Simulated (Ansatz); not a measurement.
Three curves of one kind of scan: energy against volume (even scaling of the relaxed cell, symmetry kept). Level of theory: PBE (plane waves to 420 eV, PAW, scalar-relativistic; Ansatz, a quantum-chemistry and plane-wave program). Each is measured from its own zero (the relaxed starting cell). 

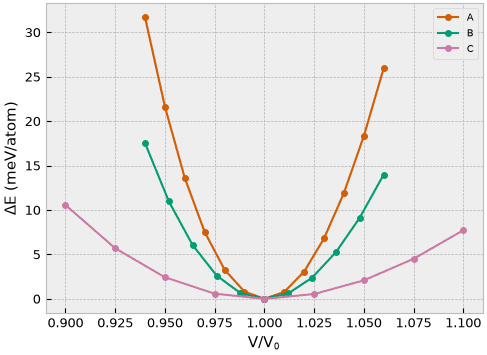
Figure. Curves A, B and C.

**Question.** Match the curves to these crystals:
- TiC (rock salt), a = 4.3330 Å, b = 4.3330 Å, c = 4.3330 Å, α = 90.00°, β = 90.00°, γ = 90.00°
- Na (bcc, W type), a = 4.1965 Å, b = 4.1965 Å, c = 4.1965 Å, α = 90.00°, β = 90.00°, γ = 90.00°
- CdS (zinc blende), a = b = c = 5.9266 Å, α = β = γ = 90.00°

**Answer.** A is TiC; B is CdS; C is Na.

All were relaxed with their symmetry unable to fall. TiC is run without spin polarisation.

(A scan under strain: stresses follow from slopes of the energy per volume, elastic moduli from its curvatures.)
